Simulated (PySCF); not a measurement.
# Frequency calculation of ZrOCl2

ZrOCl2, computed with RKS-based PBE0, Zr def2-TZVP with ECP28, O def2-TZVP, Cl def2-TZVP; non-relativistic Hamiltonian with a scalar-relativistic core potential; density fitting (PySCF 2.14.0).

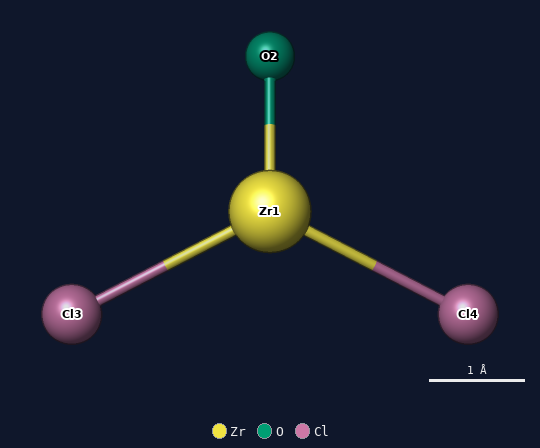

Figure 1. The structure as given in the input (ball-and-stick view, seen on its broad side; atoms are numbered from 1 in the order of the input). Sticks mark near contacts. Bond lengths as drawn: Cl–Zr 2.37 Å and O–Zr 1.72 Å.

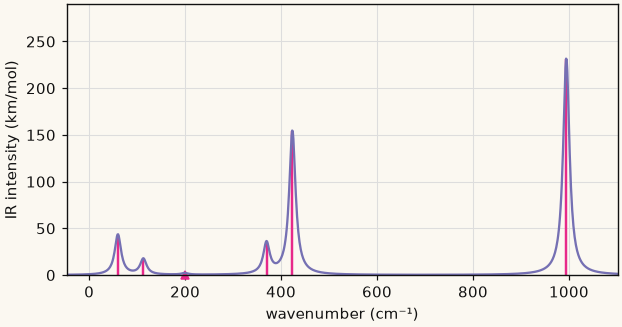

Figure 2. Harmonic infrared spectrum, unscaled: sticks (degenerate modes added up, dark ones marked on the axis) with a Lorentzian envelope of 16 cm⁻¹ full width, scaled to the tallest stick. 6 modes from 60 to 995 cm⁻¹, none imaginary. The strongest line is at 995 cm⁻¹ (232 km/mol). All modes, in cm⁻¹ (km/mol): 60 (43), 113 (16.8), 199 (1.8), 370 (33), 424 (154), 995 (232).

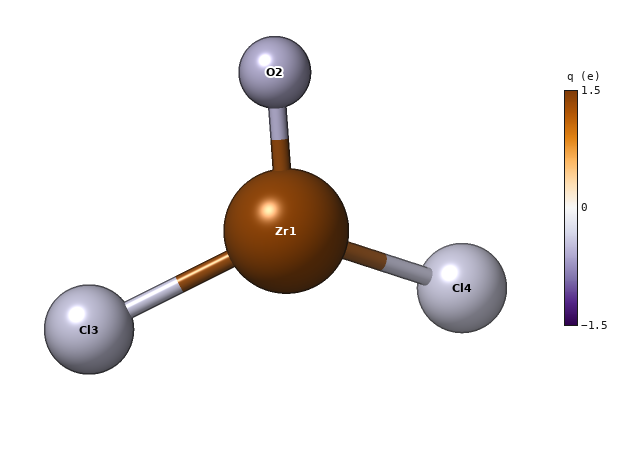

Figure 3. Mulliken charges, as the colour of each atom (ball-and-stick view, seen at a tilt; atoms are numbered from 1 in the order of the input; Mulliken charges depend strongly on the basis). By element: Zr +1.39, O −0.55 and Cl −0.42 e.

These pictures come from the run below.

## Input file
```python
from pyscf import gto, scf, dft
mol = gto.M(atom='''
Zr    -0.228266     0.190358    -0.160157
O     -1.576847    -0.315961    -1.106357
Cl    -0.548317    -0.167049     2.164754
Cl     1.849053    -0.167049    -1.252124''',
    basis={'Zr': 'def2-TZVP', 'O': 'def2-TZVP', 'Cl': 'def2-TZVP'},
    ecp={'Zr': 'def2-TZVP'},
    charge=0, spin=0)
mf = dft.RKS(mol, xc='PBE0')
mf.grids.atom_grid = (75, 302)
aux = {'Zr': 'def2-universal-JKFIT', 'O': 'def2-universal-JKFIT', 'Cl': 'def2-universal-JKFIT'}
mf = mf.density_fit(auxbasis=aux)
mf.conv_tol = 1e-09
mf.diis_space = 10
mf.max_cycle = 60
mf.verbose = 4
mf.kernel()
```

The script is an equivalent of the set-up of the self-consistent field. The run itself was carried out by a driver, which started from the orbitals of the step before it where there was one and computed the further properties.

Launched with:
```bash
OMP_NUM_THREADS=4 python axn.py task.json out
```

## Log
```
init E= -1042.54550448327
  HOMO = -0.332799138916796  LUMO = -0.127469692010329  gap/eV = 5.58730
cycle= 1 E= -1042.54550448326  delta_E= 1.27e-11  |g|= 7.96e-06  |ddm|= 7.27e-06
  HOMO = -0.332798602905789  LUMO = -0.127471387203024  gap/eV = 5.58724
Extra cycle  E= -1042.54550448318  delta_E= 8.46e-11  |g|= 2.2e-05  |ddm|= 1.59e-05
converged SCF energy = -1042.54550448318
```

## Summary

```json
{"quantity": "outcome", "value": "converged"}
{"quantity": "total energy", "value": "−1042.545504 hartree"}
{"quantity": "HOMO", "value": "−9.06 eV"}
{"quantity": "LUMO", "value": "−3.47 eV"}
{"quantity": "zero-point energy", "value": "0.004921 hartree"}
{"quantity": "dipole moment", "value": "3.34 D"}
{"quantity": "wavenumbers, lowest and highest", "value": "60 and 995 cm⁻¹"}
{"quantity": "hardware", "value": "4 threads of Arm Neoverse V1, 24 GiB of memory available, shared host"}
{"quantity": "wall time", "value": "60 s (CPU time 3.2 min)"}
{"quantity": "peak memory", "value": "1.5 GiB"}
```
